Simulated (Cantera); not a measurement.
Input: 1 mol FeS, 0.064 mol SO2, 0.039 mol H2O, a varied amount of H2S, at 1025 K and 10.0 mbar.

Method: chemical equilibrium by Gibbs-energy minimisation in Cantera with the NASA 1993 tables (ideal gas, pure condensed phases). Candidate condensed phases: Fe, FeO, Fe(OH)2, Fe(OH)3, FeS, FeSO4, FeS2, Fe2O3, Fe2(SO4)3, Fe3O4, H2O, H2SO4, S; 22 gas species. FeS: taken at fixed stoichiometry. Gases not in the tables: S3 to S7. Equilibrium is a limit: real reactors are often held back by kinetics, nucleation or transport.

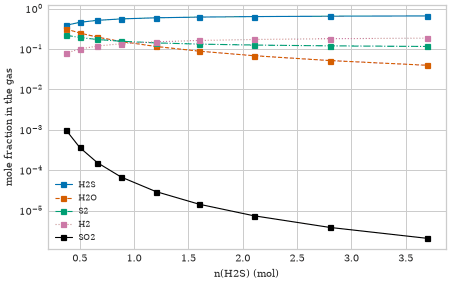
Figure: Equilibrium gas composition (values under 1e-9 drawn at 1e-9)

From 0.37 mol H2S to 3.7 mol H2S the condensed part is FeS(s).
